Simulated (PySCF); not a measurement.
C4H12AlClSi, SMILES [Al]([CH2]C[SiH2]Cl)([CH3])[CH3], GFN2-xTB optimised geometry. Atoms within 1.6 Å of the plane z = 0.0 Å (x, y, z in Å): Si1 (0.28, -0.05, 0.00), Cl2 (2.31, -0.05, 0.00), C3 (-0.36, -0.95, -1.54), H8 (-0.16, -0.72, 1.22), H9 (-0.15, 1.35, 0.00), H10 (-0.01, -1.99, -1.54), H13 (-2.31, -1.35, -0.67).

Computed with B3LYP/def2-SVP (PySCF). Cells within 0.4 Å of a nucleus heavier than hydrogen are left out (blank, or x).

Map of the HOMO amplitude (bohr^(-3/2)) on the plane z = 0.0 Å; orbital energy -6.77 eV, overall sign arbitrary:

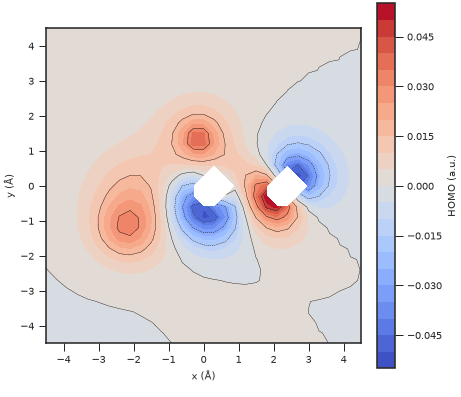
Figure. HOMO amplitude (bohr^(-3/2)) on the plane z = 0.0 Å.
